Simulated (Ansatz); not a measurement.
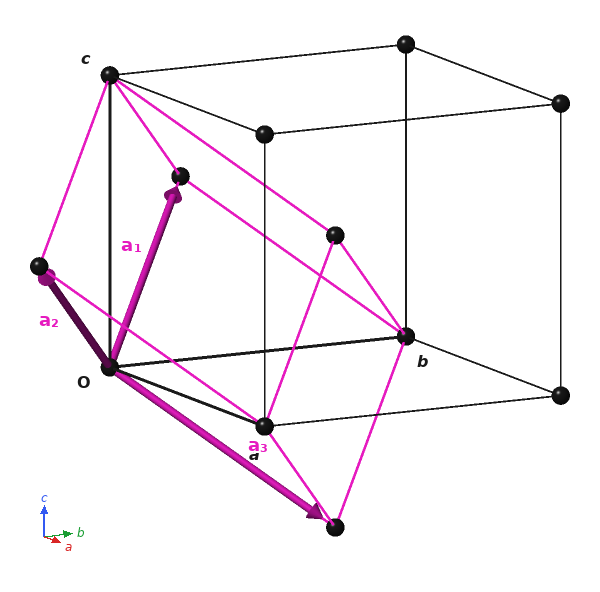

Crystal: LaAsN4, the end point of a relaxation (final pressure about 18 GPa) with DFT, PAW plane waves, pbe (Ansatz 0.2.0); the starting structure was generated, so it need not be a known form of this composition. The conventional cell (thin) and a primitive cell (coloured, vectors a₁, a₂, a₃), with the lattice points alone. Symmetry computed with spglib at a tolerance of 0.002 Å; standard conventional cell.

a = 7.259 Å, b = 7.259 Å, c = 6.473 Å, α = 90.00°, β = 90.00°, γ = 90.00°.

Question: What is the centring, and how are the primitive vectors built?

Answer: I, body-centred tetragonal, with lattice points at (0, 0, 0), (1/2, 1/2, 1/2). a₁ = −1/2 a + 1/2 b + 1/2 c; a₂ = 1/2 a − 1/2 b + 1/2 c; a₃ = 1/2 a + 1/2 b − 1/2 c.

Question: Give the primitive cell's size and content.

Answer: Edges 6.068, 6.068, 6.068 Å; angles 106.53°, 106.53°, 115.53°; volume 170.52 Å³, 1/2 of the conventional cell; 12 of its 24 atoms.
